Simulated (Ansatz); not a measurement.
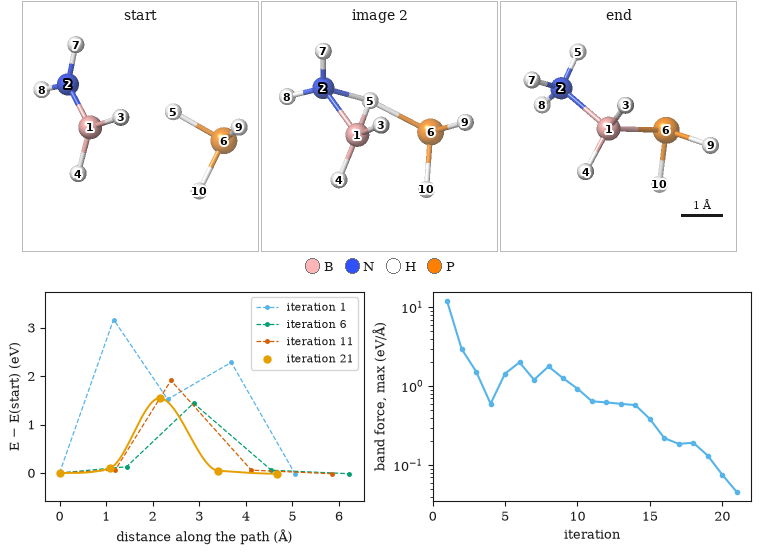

A nudged-elastic-band calculation for BPNH7, made up at the start of BNH$_{4}$ and PH3. Images are numbered from 0 (start) to 4 (end). The plot follows the band through its iterations. Style: ball-and-stick. Shown from a free direction.

Method: RKS PBE/def2-SVP (Ansatz 0.2.0). Settings: 3 movable images; climbing image; force threshold 0.05 eV/Å; iteration limit 60; starting path through a guess of the saddle point.

### Did the band converge, and can the barrier be trusted?

The run is converged, with reservations. The band converged in 21 iterations. The largest component of the band force went from 12 to 0.046 eV/Å. The climbing image converged on the top of the path. Its curvatures weren't checked. So few images resolve the path coarsely. The first iteration put the highest image at 3.17 eV. Forward barrier 1.54 eV, backward barrier 1.56 eV, with image 2 at the top; the reaction energy is −0.01 eV.

Limits of the set-up: the start holds two separate molecules, 3.1 Å apart at their closest, whose relative position is a soft coordinate and is computed without a dispersion correction.

The run took 43 s on 2 threads of AMD EPYC 9R14 (Zen 4), with other jobs on the host, peak memory 0.13 GiB.
